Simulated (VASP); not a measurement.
Band structure of BaTiO3 (cubic perovskite). Level of theory: r2SCAN+rVV10, VASP's PBE PAW potentials (set 64) (plane waves; VASP 6.6.1).

Unless said otherwise, spin-orbit coupling is left out, though it shifts the bands of the heavy elements here.

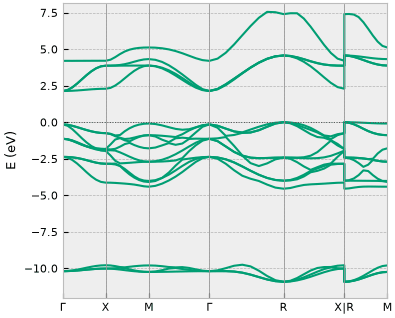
Figure. Bands along high-symmetry lines, zero at the valence-band maximum or, without a gap, the Fermi level

Read the plot: is there a gap, and where are the band edges?

The gap is indirect, 2.13 eV, from the valence maximum at R to the conduction minimum at Γ.

Measured: gap 3.20 eV (computed value off by -1.07 eV), as given by Yu-ichiro Matsushita et al., Physical Review B (2011), arXiv:1104.2769.

The compound is BaTiO3 in the cubic perovskite structure, the ideal cubic form; the compound distorts at low or room temperature. It was relaxed first.
